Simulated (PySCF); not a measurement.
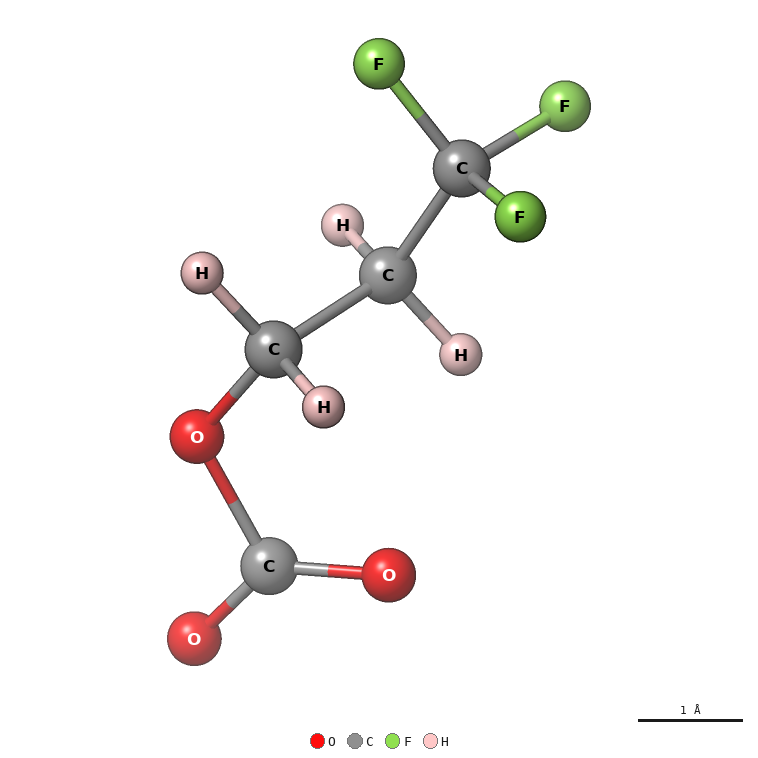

Depth is shown by fading: the farther an atom, the more it takes the colour of the background. Charge −1, singlet. The computed structure is the end point of a GFN2-xTB optimisation. No frequency run is at hand to confirm it as a minimum. Masses are those of the most abundant isotopes; constants are for the rigid equilibrium geometry.

> Classify the rotor and give the rotational constants (cm⁻¹).

An asymmetric top (C1): A = 0.109, B = 0.0200, C = 0.0190 cm⁻¹. Ray's parameter κ is −0.98, close to the prolate limit.
